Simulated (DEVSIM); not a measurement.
Structure: abrupt Ge n-p junction, at 350 K.

| layer (left to right) | material | thickness (μm) | Nd (cm⁻³) | Na (cm⁻³) | τn (s) | τp (s) |
|---|---|---|---|---|---|---|
| 1 | Ge | 6.00 | 5.4e17 | - | 2.3e-6 | 2.3e-6 |
| 2 | Ge | 2.20 | - | 1.8e16 | 2.3e-6 | 2.3e-6 |

Left contact: ohmic. Right contact: ohmic. Voltage is applied to the left contact. Recombination: SRH at mid-gap, radiative. Mobility is μmin + (μ − μmin)/(1 + (N/Nref)^α).

This is a model device: material constants are rounded textbook-type values typed into the input, and sizes, dopings and lifetimes were drawn at random. Values at 300 K; Nc and Nv go as T^1.5, mobilities as T to minus their exponent, the gap by Varshni's rule with the affinity fixed.

```csv
parameter,Ge
gap (eV),0.664
affinity (eV),4
permittivity,16
Nc (cm⁻³),1.04e19
Nv (cm⁻³),6e18
μn (cm²/Vs),3900
μp (cm²/Vs),1900
"μn,min",150
"μp,min",100
"Nref,n",2.6e17
"Nref,p",4e17
αn,0.56
αp,0.6
T exponent of μn,1.66
T exponent of μp,2.33
B (cm³/s),6.4e-14
Varshni α (eV/K),0.000477
Varshni β (K),235
```

DEVSIM, 1D drift-diffusion, Boltzmann statistics, complete ionisation; no tunnelling, impact ionisation, image-force lowering or self-heating.

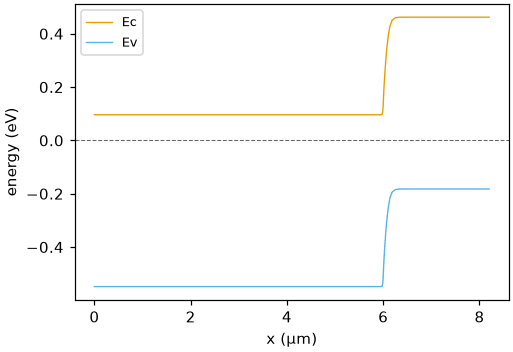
Fig. 1. Band edges at zero bias

Energies count from the Fermi level of the right contact; mesh points crowd at the junctions.

```json
[
 {"x (μm)": "0.000", "Ec (eV)": "0.096", "Ev (eV)": "-0.548", "n (cm⁻³)": "5.4e17", "p (cm⁻³)": "9.7e10", "field (V/cm)": "≈ 0"},
 {"x (μm)": "0.02803", "Ec (eV)": "0.096", "Ev (eV)": "-0.548", "n (cm⁻³)": "5.4e17", "p (cm⁻³)": "9.7e10", "field (V/cm)": "≈ 0"},
 {"x (μm)": "0.08853", "Ec (eV)": "0.096", "Ev (eV)": "-0.548", "n (cm⁻³)": "5.4e17", "p (cm⁻³)": "9.7e10", "field (V/cm)": "≈ 0"},
 {"x (μm)": "0.2094", "Ec (eV)": "0.096", "Ev (eV)": "-0.548", "n (cm⁻³)": "5.4e17", "p (cm⁻³)": "9.7e10", "field (V/cm)": "≈ 0"},
 {"x (μm)": "0.6187", "Ec (eV)": "0.096", "Ev (eV)": "-0.548", "n (cm⁻³)": "5.4e17", "p (cm⁻³)": "9.7e10", "field (V/cm)": "≈ 0"},
 {"x (μm)": "1.363", "Ec (eV)": "0.096", "Ev (eV)": "-0.548", "n (cm⁻³)": "5.4e17", "p (cm⁻³)": "9.7e10", "field (V/cm)": "≈ 0"},
 {"x (μm)": "2.970", "Ec (eV)": "0.096", "Ev (eV)": "-0.548", "n (cm⁻³)": "5.4e17", "p (cm⁻³)": "9.7e10", "field (V/cm)": "≈ 0"},
 {"x (μm)": "4.880", "Ec (eV)": "0.096", "Ev (eV)": "-0.548", "n (cm⁻³)": "5.4e17", "p (cm⁻³)": "9.7e10", "field (V/cm)": "≈ 0"},
 {"x (μm)": "5.494", "Ec (eV)": "0.096", "Ev (eV)": "-0.548", "n (cm⁻³)": "5.4e17", "p (cm⁻³)": "9.7e10", "field (V/cm)": "≈ 0"},
 {"x (μm)": "5.779", "Ec (eV)": "0.096", "Ev (eV)": "-0.548", "n (cm⁻³)": "5.4e17", "p (cm⁻³)": "9.7e10", "field (V/cm)": "≈ 0"},
 {"x (μm)": "5.906", "Ec (eV)": "0.096", "Ev (eV)": "-0.548", "n (cm⁻³)": "5.4e17", "p (cm⁻³)": "9.7e10", "field (V/cm)": "≈ 0"},
 {"x (μm)": "5.981", "Ec (eV)": "0.100", "Ev (eV)": "-0.545", "n (cm⁻³)": "4.8e17", "p (cm⁻³)": "1.1e11", "field (V/cm)": "4800"},
 {"x (μm)": "6.004", "Ec (eV)": "0.155", "Ev (eV)": "-0.489", "n (cm⁻³)": "7.6e16", "p (cm⁻³)": "6.8e11", "field (V/cm)": "41000"},
 {"x (μm)": "6.037", "Ec (eV)": "0.260", "Ev (eV)": "-0.385", "n (cm⁻³)": "2.4e15", "p (cm⁻³)": "2.2e13", "field (V/cm)": "27000"},
 {"x (μm)": "6.142", "Ec (eV)": "0.430", "Ev (eV)": "-0.214", "n (cm⁻³)": "8.3e12", "p (cm⁻³)": "6.3e15", "field (V/cm)": "7000"},
 {"x (μm)": "6.332", "Ec (eV)": "0.462", "Ev (eV)": "-0.182", "n (cm⁻³)": "2.9e12", "p (cm⁻³)": "1.8e16", "field (V/cm)": "74"},
 {"x (μm)": "6.736", "Ec (eV)": "0.462", "Ev (eV)": "-0.182", "n (cm⁻³)": "2.9e12", "p (cm⁻³)": "1.8e16", "field (V/cm)": "≈ 0"},
 {"x (μm)": "7.407", "Ec (eV)": "0.462", "Ev (eV)": "-0.182", "n (cm⁻³)": "2.9e12", "p (cm⁻³)": "1.8e16", "field (V/cm)": "≈ 0"},
 {"x (μm)": "7.923", "Ec (eV)": "0.462", "Ev (eV)": "-0.182", "n (cm⁻³)": "2.9e12", "p (cm⁻³)": "1.8e16", "field (V/cm)": "≈ 0"},
 {"x (μm)": "8.083", "Ec (eV)": "0.462", "Ev (eV)": "-0.182", "n (cm⁻³)": "2.9e12", "p (cm⁻³)": "1.8e16", "field (V/cm)": "≈ 0"},
 {"x (μm)": "8.158", "Ec (eV)": "0.462", "Ev (eV)": "-0.182", "n (cm⁻³)": "2.9e12", "p (cm⁻³)": "1.8e16", "field (V/cm)": "≈ 0"},
 {"x (μm)": "8.200", "Ec (eV)": "0.462", "Ev (eV)": "-0.182", "n (cm⁻³)": "2.9e12", "p (cm⁻³)": "1.8e16", "field (V/cm)": "≈ 0"}
]
```
